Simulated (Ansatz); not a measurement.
AlSiH6ClO2F: phonon calculation

AlSiH6ClO2F, multiplicity 2, computed with UKS PBE0-D4/def2-SVP (Ansatz 0.2.0).

Figures and captions count atoms from 1; the log counts them from 0 in places.

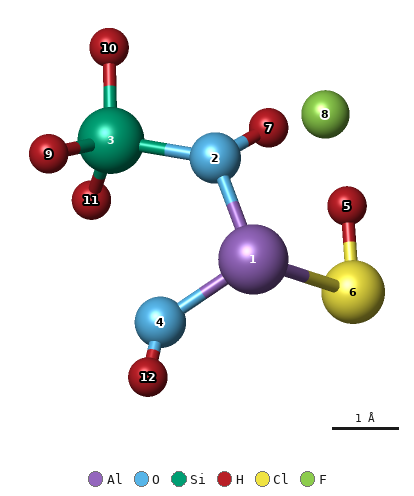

Fig. 1: The input geometry (ball-and-stick view, seen at a tilt; atoms are numbered from 1 in the order of the input). Sticks mark near contacts. Bond lengths as drawn: Al–Cl 2.54 Å, Al–O 1.71 to 1.84 Å, Cl–H 1.36 Å, H–O 0.96 to 1.17 Å, H–Si 1.49 Å and O–Si 1.71 Å.

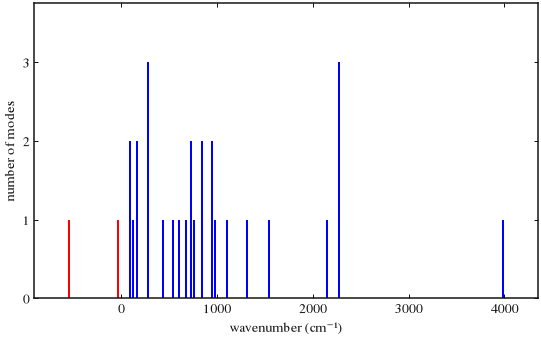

Fig. 2: Harmonic vibrational wavenumbers from the force constants; neighbouring modes closer than 21 cm⁻¹ are counted in one stick, and imaginary ones are drawn at negative wavenumbers. 30 modes from 548i to 3990 cm⁻¹, 2 imaginary beyond 8i (548i, 36i cm⁻¹): not a minimum.

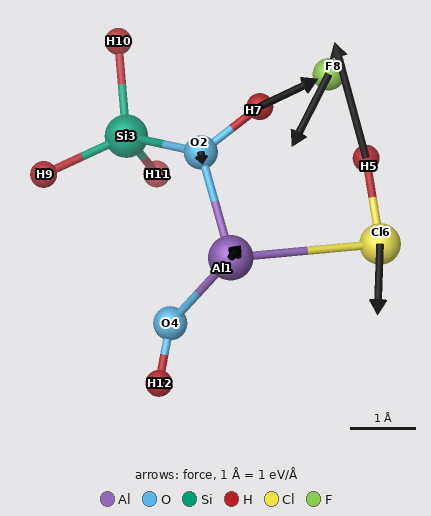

Fig. 3: Forces on the atoms as black arrows (ball-and-stick view, seen at a tilt; atoms are numbered from 1 in the order of the input); the smallest are left out. The largest act on H5 (1.88 eV/Å); F8 (1.28 eV/Å); Cl6 (1.13 eV/Å); H7 (1.03 eV/Å). The geometry is not a stationary point of this energy.

The input and output of the run follow.

**The input**
```yaml
crystal:
  periodic: [false, false, false]
  atoms:
    - {symbol: Al, position_ang: [-0.885302, 1.246829, 0.770822]}
    - {symbol: O, position_ang: [0.562081, 0.540064, -0.115915]}
    - {symbol: Si, position_ang: [0.473755, -0.374958, -1.557937]}
    - {symbol: O, position_ang: [-2.159386, 0.623046, -0.192412]}
    - {symbol: H, position_ang: [0.779395, -0.479461, 2.271924]}
    - {symbol: Cl, position_ang: [-0.488375, -0.321879, 2.726511]}
    - {symbol: H, position_ang: [1.375802, 0.142456, 0.619516]}
    - {symbol: F, position_ang: [1.989935, -0.387408, 1.510253]}
    - {symbol: H, position_ang: [-0.230218, 0.432228, -2.587199]}
    - {symbol: H, position_ang: [1.884506, -0.621180, -1.962351]}
    - {symbol: H, position_ang: [-0.216685, -1.667242, -1.307274]}
    - {symbol: H, position_ang: [-3.085510, 0.867305, -0.175937]}
basis:
  gaussian: {orbitals: def2-SVP}
magnetization: {spin_polarized: true, initial_magnetization: 1}
hamiltonian: {xc: pbe0, dispersion: d4}
phonons: {}
scf: {lower_state_search: off}
```

Command:
```bash
ansatz run in.yaml --threads 4 --pin off --events-out ev --progress --plain --max-ram 41984MiB --backend cpu
```

**Log**
```
Functional definition: PBE0
  name "PBE0"
  cite "Adamo & Barone, J. Chem. Phys. 110, 6158 (1999) doi:10.1063/1.478522"
  cite "Perdew, Burke & Ernzerhof, Phys. Rev. Lett. 77, 3865 (1996) doi:10.1103/PhysRevLett.77.3865"
  parent pbe
  parameter a = 0.25
  parameter kappa = 0.804
  parameter beta = 0.06672455060314922
  exchange = (1 - a)*pbe_x(kappa = kappa, mu = beta*pi^2/3) + a*exact_x
  correlation = pbe_c(beta = beta)
these checks for a lower state are left out or cut short: stability, starts, cluster_reference, orbital_swaps, neighbouring_geometries, increment
1263 factors; integrals over basis functions are off by at most 4.5e-4 eV
mean field evaluation 1: about -33869.0601 eV, gradient 5.0e1 eV
mean field evaluation 2: about -33842.8712 eV, gradient 9.3e1 eV
mean field evaluation 4: about -33877.7027 eV, gradient 6.3e0 eV
mean field evaluation 8: about -33877.8597 eV, gradient 1.5e-1 eV
mean field evaluation 16: about -33877.8598 eV, gradient 5.9e-5 eV
mean field -33877.85981752 eV, -1244.9883850558 hartree, gradient 2.4e-6 eV, S^2 0.751039; 0 other end points of the search recorded, 0 dependent functions left out
the calculation of the forces begins
reference -33877.85984924 eV, -1244.9883862213 hartree; 38, 37 occupied and 88, 89 virtual orbitals, 1263 factors
these checks for a lower state are left out or cut short: stability, starts, cluster_reference, orbital_swaps, neighbouring_geometries, increment
1263 factors; integrals over basis functions are off by at most 4.5e-4 eV
mean field -33877.86024499 eV, -1244.9884007651 hartree, gradient 1.4e-6 eV, S^2 0.751041; 0 other end points of the search recorded, 0 dependent functions left out
[... from here on the field's lines of each further geometry are left out, up to the last ...]
the calculation of the forces begins
reference -33877.85984864 eV, -1244.9883861994 hartree; 38, 37 occupied and 88, 89 virtual orbitals, 1263 factors
these checks for a lower state are left out or cut short: stability, starts, cluster_reference, orbital_swaps, neighbouring_geometries, increment
1263 factors; integrals over basis functions are off by at most 4.5e-4 eV
mean field -33877.85981365 eV, -1244.9883849136 hartree, gradient 1.2e-6 eV, S^2 0.751039; 0 other end points of the search recorded, 0 dependent functions left out
the calculation of the forces begins
reference -33877.85984537 eV, -1244.9883860791 hartree; 38, 37 occupied and 88, 89 virtual orbitals, 1263 factors
WARN: phonons: 3 modes above zero are rigid motions of the cell's bodies and no vibrations: the zero-point energy, free energy, entropy and heat capacity leave them out. With what each would have added to F at 1000 K, by the weight of its row in the mesh: 9.69 cm⁻¹ (-0.368 eV; rigid weight 0.992, of which rotation 0.992), 27.34 cm⁻¹ (-0.279 eV; rigid weight 0.859, of which rotation 0.859), 34.73 cm⁻¹ (-0.258 eV; rigid weight 0.540, of which rotation 0.540). A body is a set of atoms that hang together within twice the van der Waals contact; here: 12 atoms, out of reach of every periodic image. What nothing holds moves and turns at no cost, which is at zero frequency: what stands here is left by the forces on the atoms, the periodic images, the SCF threshold and the grid, and changes its size and its sign with the last two. The forces' share comes down as the geometry is relaxed further. The table is the vibrational part alone. If the cell is meant as a crystal, declare phonons.rigid_motions: translations: the three translations of the whole cell alone are then left out. The least rigid weight left out is 0.53964 and the largest kept is 0.53815. The rigid motions are mixed with soft vibrations: those modes' frequencies are not settled, nor the sums by as much as one such mode adds.
WARN: phonons: modes at or below zero, which the zero-point energy, F, S and C_V leave out: 2, the lowest at -548.02 cm⁻¹. A minimum has none, and a first-order saddle one
Total energy: -33878.11937561 eV, -1244.9979236395 hartree
Atom 0 at    -0.885302     1.246829     0.770822 Å, force     0.187183    -0.223012     0.081138 eV/Å
Atom 1 at     0.562081     0.540064    -0.115915 Å, force    -0.172940     0.082747     0.074174 eV/Å
Atom 2 at     0.473755    -0.374958    -1.557937 Å, force     0.000081     0.002620     0.003711 eV/Å
Atom 3 at    -2.159386     0.623046    -0.192412 Å, force    -0.001049     0.002872     0.003930 eV/Å
Atom 4 at     0.779395    -0.479461     2.271924 Å, force     1.706164    -0.080374    -0.786712 eV/Å
Atom 5 at    -0.488375    -0.321879     2.726511 Å, force    -1.078536     0.272026     0.189243 eV/Å
Atom 6 at     1.375802     0.142456     0.619516 Å, force     0.528321    -0.449658     0.755874 eV/Å
Atom 7 at     1.989935    -0.387408     1.510253 Å, force    -1.171512     0.393349    -0.325311 eV/Å
Atom 8 at    -0.230218     0.432228    -2.587199 Å, force     0.002495    -0.000623     0.001144 eV/Å
Atom 9 at     1.884506    -0.621180    -1.962351 Å, force    -0.001142    -0.000889     0.002975 eV/Å
Atom 10 at    -0.216685    -1.667242    -1.307274 Å, force    -0.003102     0.001692     0.000419 eV/Å
Atom 11 at    -3.085510     0.867305    -0.175937 Å, force     0.004037    -0.000748    -0.000585 eV/Å
Dipole moment:    -0.520043     0.224323    -0.263383 e Å
Vibrations: -548.02 -64.68 95.85 99.58 124.09 160.39 174.23 262.37 278.57 293.29 432.94 542.03 599.01 672.31 717.45 736.12 759.54 833.19 848.06 942.78 953.84 976.75 1109.47 1314.20 1539.84 2152.64 2271.39 2277.42 2287.75 3990.08 cm⁻¹, zero-point energy 1.701385 eV
Checks for a lower state left out: stability, starts, cluster_reference, orbital_swaps, neighbouring_geometries, increment
```

**Results in brief**

```csv
quantity,value
outcome,converged
total energy,−33878.1194 eV
mean-field energy,−33877.8598 eV
dispersion energy,−0.2595 eV
⟨S²⟩,0.751
largest force (length of the vector),1.881 eV/Å
dipole moment,3.00 D
hardware,"4 CPU threads, shared host"
wall time,1.9 min (CPU time 6.9 min)
peak memory,0.41 GiB
```
